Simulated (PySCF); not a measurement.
## A study: Cl3HSn, SMILES `Cl[SnH](Cl)Cl`

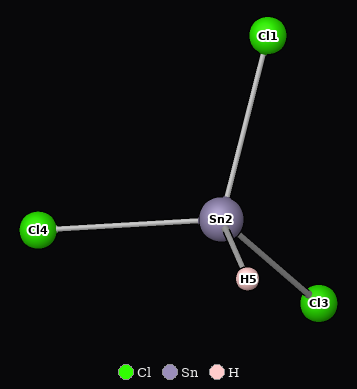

The molecule, with its atoms numbered as below. No frequency check shows the geometry to be a minimum.

Coordinates in Å:

```
Cl1      0.7219    2.0062   -0.4519
Sn2     -0.0001   -0.0001    0.4180
Cl3      1.3767   -1.6278   -0.4522
Cl4     -2.0984   -0.3778   -0.4522
H5      -0.0003   -0.0022    2.1597
```

### 1. Bonding charge

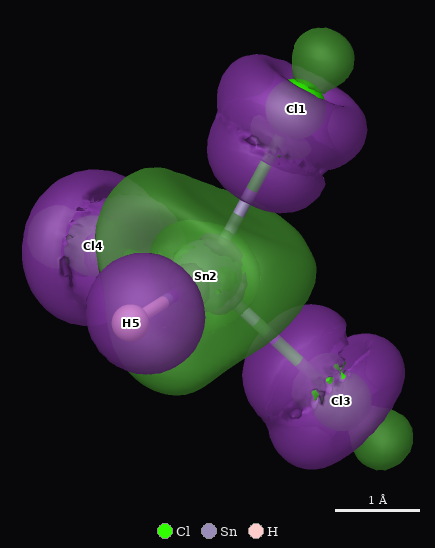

Deformation density (molecule less spherical, spin-averaged free atoms at the same positions), surfaces at ±0.04 e/Å³; purple: gain, green: loss.

PySCF calculation, PBE/def2-TZVP, gas phase; geometry: GFN2-xTB. Core potentials replace the inner electrons of Sn; spin–orbit coupling isn't included.

Describe the bonding that the map shows.

Answer. Sn2–H5: +0.21 e/Å³ at the bond critical point (bond length 1.74 Å, Mayer order 0.8). Sn2–Cl3, Sn2–Cl4 and Cl1–Sn2: +0.07 e/Å³ at the bond critical point (bond length 2.30 Å, Mayer order 1.0). In all, 1.1 electrons gather in the regions of gain relative to the promolecule. A small or negative value marks a very polar bond, one between electron-rich atoms, whose free-atom densities already overlap strongly, a long bond to a heavier atom, or a closed-shell contact such as a hydrogen bond.

Where do the Hirshfeld charges lie?

Answer. The highest Hirshfeld charge is on Sn2 (+0.50 e), the lowest on Cl1, Cl3 and Cl4 (−0.16 e).

### 2. Local ionisation energy

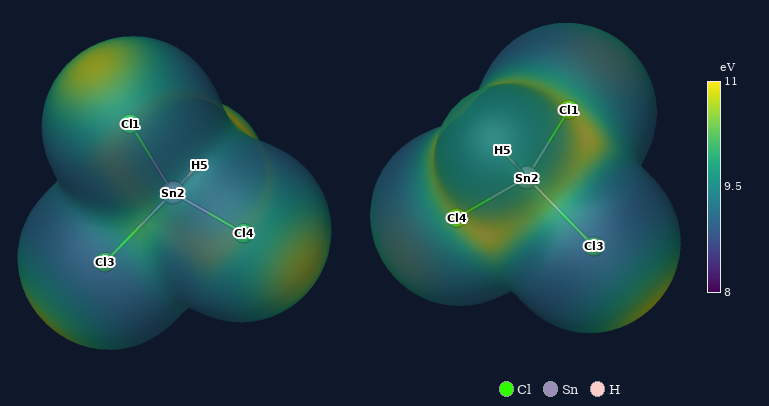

Average local ionisation energy on the surface of electron density 0.001 a.u. (back view left, front view right).

Where are the most loosely bound electrons on this surface?

Answer. The lowest value is 9.0 eV, 2.1 Å from Cl4, and at like points elsewhere. For comparison, the highest occupied orbital lies at −8.0 eV.

### 3. In an electric field

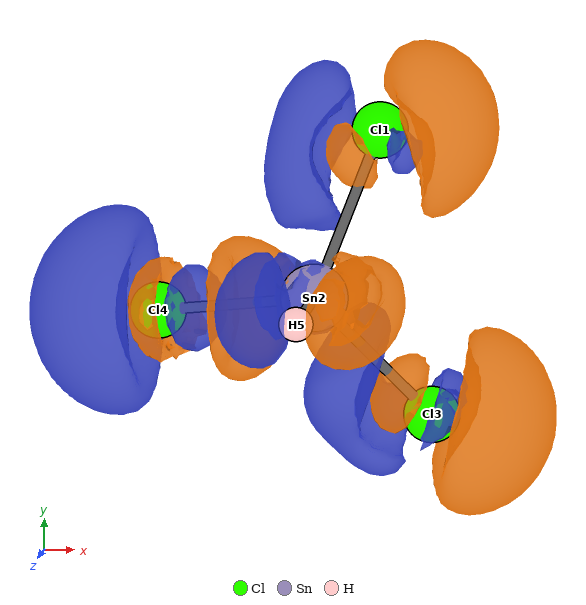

Change of the electron density in a uniform field of 0.21 V/Å, surfaces at ±0.0015 e/Å³ (orange: gain, blue: loss).

Method: PBE/def2-TZVP; geometry: GFN2-xTB; program: PySCF. Core potentials replace the inner electrons of Sn; spin–orbit coupling isn't included. A basis without diffuse functions makes polarisabilities too small.

The field was applied in both directions; the picture shows the one opposite to the script's first.

Along which Cartesian direction does the field point?

Answer. Along −x: electrons gather on the +x side, against the field.

What dipole is induced, and what polarisability does it imply?

Answer. The induced dipole is 0.81 D (along the field); α along this axis, from the fields in both directions, is 79 bohr³ (11.8 Å³).

### 4. Removing or adding an electron

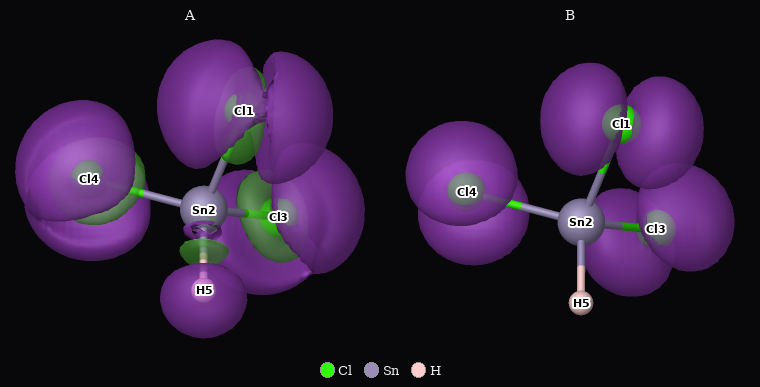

The Fukui function f⁻ from two separate SCF calculations and the density of the HOMO, at ±0.01 e/Å³ (purple positive, green negative).

Method: PBE/def2-TZVP; geometry: GFN2-xTB; program: PySCF. Core potentials replace the inner electrons of Sn; spin–orbit coupling isn't included.

Which panel is which, and how good is the frozen-orbital picture?

Answer. A is f⁻ (it has negative regions), B the HOMO density. The HOMO lies on Cl1, Cl3 and Cl4 (32 % each); f⁻ (Hirshfeld-condensed) is largest on Cl1, Cl3 and Cl4 (0.28 each); the vertical ionisation energy is 10.74 eV (the stability of the cation's solution wasn't checked). Relaxation shifts 12 % of the electron between atoms. The orbital energy is −7.96 eV.

The PySCF runs shown took 26 s, 60 s and 3.5 min on 1 thread of Arm Neoverse V2, with other jobs on the host.
